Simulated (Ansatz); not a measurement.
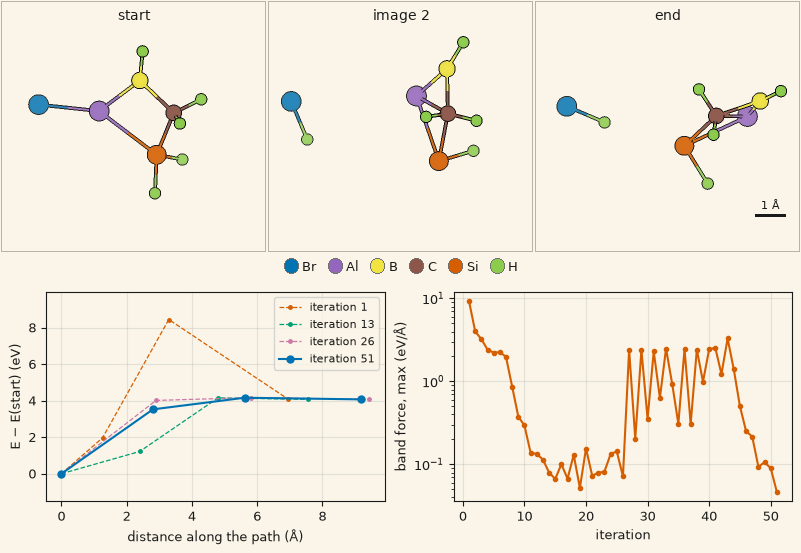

NEB run on CH5AlBBrSi. Images are numbered from 0 (start) to 3 (end). The plot follows the band through its iterations. A ball-and-stick model, seen at a tilt.

Computed with RHF/def2-mTZVP in Ansatz. Set-up: 2 movable images; climbing image; force threshold 0.05 eV/Å; iteration limit 60; starting path through a guess of the saddle point.

Question: Judge this run.

Answer: The run is converged, with reservations. The band converged in 51 iterations. The largest component of the band force went from 9.3 to 0.047 eV/Å. The climbing image converged on the top of the path. Its curvatures weren't checked. So few images resolve the path coarsely. The first iteration put the highest image at 8.44 eV. The highest point, image 2, lies 4.16 eV above the start and 0.09 eV above the end; the end is at +4.07 eV relative to the start.

Cost: 4.6 min on 2 threads of Arm Neoverse V1 (shared host), peak memory 0.42 GiB.
